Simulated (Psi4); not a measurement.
# SnH2F2 (SMILES [F][SnH2][F]) at CAM-B3LYP/def2-SVP (core potential)

Aim: the energy change on altering one bond length of SnH2F2 at CAM-B3LYP/def2-SVP (core potential), from 2 runs. 

The calculation is run with Psi4 1.11.

4 further runs of the same task are left out: 3 that didn't finish, 1 set aside as unsound or not needed.

**1. The system as given**

SnH2F2 has 5 atoms, charge 0, and is taken as a singlet. SMILES: `[F][SnH2][F]`. Geometry: relaxed at PBE0-D4/def2-TZVP.

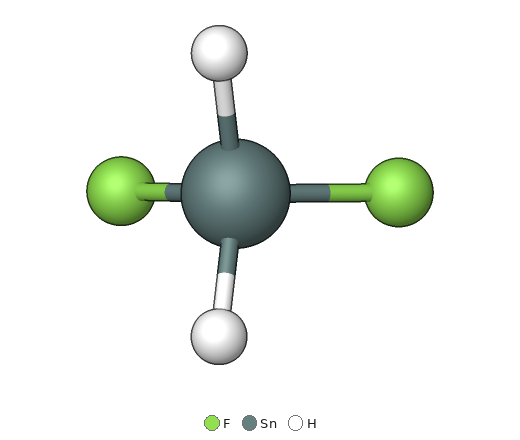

Viewed from a chosen angle; fluorine green, tin teal, hydrogen white.

**2. Energy and forces at CAM-B3LYP/def2-SVP (core potential)**

job.dat

```
memory 2.2 GB

molecule system {
  F     -0.343500    -0.356300     1.741400
  Sn     0.128900    -0.073200    -0.086200
  F     -1.231200     1.110700    -0.712400
  H     -0.087400    -1.547100    -0.889100
  H      1.583200     0.792100    -0.095000
  units angstrom
  symmetry c1
}

set reference rks
set puream true
set e_convergence 1e-09
set d_convergence 1e-08
set scf_type pk
set dft_radial_points 99
set dft_spherical_points 590

result = gradient('cam-b3lyp/def2-SVP')
```

Command:

```
$ psi4 -n 1 job.dat job.out
```

job.out, cut to the lines that bear on the results:

```text
[...]
    !!!  WARNING: ECP capability is in beta. Please check occupations closely.  !!!
[...]
  Running in c1 symmetry.
[...]
  Nuclear repulsion =  144.609737025789201
[...]
  Multiplicity = 1
[...]
  Nalpha       = 21
  Nbeta        = 21
[...]
    Number of basis functions: 64
[...]
   @RKS iter   1:  -414.86297675318309   -1.77531e+00   9.35442e-03 ADIIS/DIIS
[...]
   @RKS iter  10:  -414.98860350994551   -1.71099e-11   9.26528e-09 DIIS
[...]
    Orbital Energies [Eh]
    ---------------------
    Doubly Occupied:
       1A    -24.715938     2A    -24.715912     3A     -5.227299
       4A     -3.572312     5A     -3.571132     6A     -3.567928
       7A     -1.222159     8A     -1.208518     9A     -1.150674
      10A     -1.149341    11A     -1.147455    12A     -1.129067
      13A     -1.105033    14A     -0.620314    15A     -0.486285
      16A     -0.485552    17A     -0.481557    18A     -0.447930
      19A     -0.441712    20A     -0.437666    21A     -0.405725
[...]
  @RKS Final Energy:  -414.98860350994551
   => Energetics <=
    Nuclear Repulsion Energy =            144.6097370257892010
    One-Electron Energy =                -944.8999507303842620
    Two-Electron Energy =                 414.4597053093737600
    DFT Exchange-Correlation Energy =     -29.1580951147241976
    Empirical Dispersion Energy =           0.0000000000000000
    VV10 Nonlocal Energy =                  0.0000000000000000
    Total Energy =                       -414.9886035099455057
[...]
 Multipole Moments:
 ------------------------------------------------------------------------------------
     Multipole            Electronic (a.u.)      Nuclear  (a.u.)        Total (a.u.)
 ------------------------------------------------------------------------------------
 L = 1.  Multiply by 2.5417464519 to convert [e a0] to [Debye]
 Dipole X            :         13.2043608          -12.1669827            1.0373781
 Dipole Y            :         -6.4907849            5.9808578           -0.5099270
 Dipole Z            :         -8.6567288            7.9766790           -0.6800498
 Magnitude           :                                                    1.3411363
[...]
  -Total Gradient:
     Atom            X                  Y                   Z
    ------   -----------------  -----------------  -----------------
       1        0.002088482503     0.001342488630    -0.008351651863
       2       -0.007156158253     0.003513640531     0.004714204936
       3        0.006152547019    -0.005388157217     0.002926005362
       4       -0.000217188759     0.000940887094     0.000641535521
       5       -0.001098736278    -0.000295142686     0.000221112238
[...]
```

It took 28 s on 1 thread of Intel Xeon at 2.50GHz (Skylake/Cascade Lake), shared host; peak memory 0.68 GiB.

**3. The distorted shape: a single-point energy at CAM-B3LYP/def2-SVP (core potential)**

f2h2sn.xyz

```xyz
5
F2H2Sn
F      0.064548    -0.711486     1.929268
Sn     0.536948    -0.428386     0.101668
F     -1.231200     1.110700    -0.712400
H      0.320648    -1.902286    -0.701232
H      1.991248     0.436914     0.092868
```

f2h2sn.py

```python
import psi4

psi4.set_memory('2200 MB')
psi4.set_num_threads(1)
psi4.set_output_file('psi4.out', False)

with open('f2h2sn.xyz') as f:
    atoms = ''.join(f.readlines()[2:])
molecule = psi4.geometry('0 1\n' + atoms + 'symmetry c1')

psi4.set_options({
    'basis': 'def2-SVP',
    'reference': 'rks',
    'puream': True,
    'e_convergence': 1e-09,
    'd_convergence': 1e-08,
    'scf_type': 'pk',
    'dft_radial_points': 99,
    'dft_spherical_points': 590,
})

e_tot, wfn = psi4.energy('cam-b3lyp', molecule=molecule, return_wfn=True)
print(f'total energy {e_tot:.8f} hartree = {e_tot * 27.211386:.5f} eV')
for k, v in sorted(psi4.core.scalar_variables().items()):
    print(f'{k:45s} {v:18.10f}')
```

Command:

```
$ python f2h2sn.py
```

psi4.out, cut to the lines that bear on the results:

```text
[...]
    !!!  WARNING: ECP capability is in beta. Please check occupations closely.  !!!
[...]
  Running in c1 symmetry.
[...]
  Nuclear repulsion =  129.533259418077279
[...]
  Multiplicity = 1
[...]
  Nalpha       = 21
  Nbeta        = 21
[...]
    Number of basis functions: 64
[...]
   @RKS iter   1:  -414.74241980213566   -1.91700e+00   1.05484e-02 ADIIS/DIIS
[...]
   @RKS iter  12:  -414.92221938411126   -2.08615e-11   8.56627e-09 DIIS
[...]
    Orbital Energies [Eh]
    ---------------------
    Doubly Occupied:
       1A    -24.739373     2A    -24.650590     3A     -5.256758
       4A     -3.601809     5A     -3.599754     6A     -3.596083
       7A     -1.239644     8A     -1.179070     9A     -1.177631
      10A     -1.175610    11A     -1.174186    12A     -1.141210
      13A     -1.073131    14A     -0.632152    15A     -0.494053
      16A     -0.490914    17A     -0.476320    18A     -0.436667
      19A     -0.384646    20A     -0.364553    21A     -0.364021
[...]
  @RKS Final Energy:  -414.92221938411126
   => Energetics <=
    Nuclear Repulsion Energy =            129.5332594180772787
    One-Electron Energy =                -914.7489638552287943
    Two-Electron Energy =                 399.3732116679892670
    DFT Exchange-Correlation Energy =     -29.0797266149489779
    Empirical Dispersion Energy =           0.0000000000000000
    VV10 Nonlocal Energy =                  0.0000000000000000
    Total Energy =                       -414.9222193841112585
[...]
 Multipole Moments:
 ------------------------------------------------------------------------------------
     Multipole            Electronic (a.u.)      Nuclear  (a.u.)        Total (a.u.)
 ------------------------------------------------------------------------------------
 L = 1.  Multiply by 2.5417464519 to convert [e a0] to [Debye]
 Dipole X            :         16.9400632          -15.2592883            1.6807749
 Dipole Y            :         -9.7425364            8.6725599           -1.0699765
 Dipole Z            :         -6.9367992            6.5529611           -0.3838382
 Magnitude           :                                                    2.0290850
[...]
```

The script printed:

```text
total energy -414.92221938 hartree = -11290.60867 eV
CURRENT ENERGY                                   -414.9222193841
CURRENT REFERENCE ENERGY                         -414.9222193841
DD SOLVATION ENERGY                                 0.0000000000
DFT FUNCTIONAL TOTAL ENERGY                      -414.9222193841
DFT TOTAL ENERGY                                 -414.9222193841
DFT VV10 ENERGY                                     0.0000000000
DFT XC ENERGY                                     -29.0797266149
GRID ELECTRONS ALPHA                               20.9999980105
GRID ELECTRONS BETA                                20.9999980105
GRID ELECTRONS TOTAL                               41.9999960210
NUCLEAR REPULSION ENERGY                          129.5332594181
ONE-ELECTRON ENERGY                              -914.7489638552
PCM POLARIZATION ENERGY                             0.0000000000
PE ENERGY                                           0.0000000000
SCF ITERATION ENERGY                             -414.9222193841
SCF ITERATIONS                                     12.0000000000
SCF TOTAL ENERGY                                 -414.9222193841
TWO-ELECTRON ENERGY                               399.3732116680
XC GRID RADIAL POINTS                              99.0000000000
XC GRID SPHERICAL POINTS                          590.0000000000
XC GRID TOTAL POINTS                           280015.0000000000
```

It took 19 s on 1 thread of Intel Xeon at 2.50GHz (Skylake/Cascade Lake), shared host; peak memory 0.66 GiB.

**4. What came out**

At CAM-B3LYP/def2-SVP (core potential):

```
                                                          quantity          value
                                         first shape: total energy  -414.98860 Eh
                                        first shape: dipole moment         3.41 D
                                          first shape: HOMO energy      -11.04 eV
                                          first shape: LUMO energy        0.46 eV
                                        first shape: HOMO–LUMO gap       11.51 eV
                             first shape: largest force on an atom     0.476 eV/Å
                                     distorted shape: total energy  -414.92222 Eh
                                    distorted shape: dipole moment         5.16 D
                                      distorted shape: HOMO energy       -9.91 eV
                                      distorted shape: LUMO energy       -1.64 eV
                                    distorted shape: HOMO–LUMO gap        8.27 eV
energy change with the Sn2–F3 bond stretched from 1.909 to 2.481 Å       1.806 eV
```

With the Sn2–F3 bond stretched from 1.909 to 2.481 Å the energy rises by 1.81 eV (42 kcal/mol). The first shape isn't relaxed at this level, so the change isn't measured from a minimum. The largest force (first shape) is 0.48 eV/Å: the shape isn't a stationary point for this species at this level.
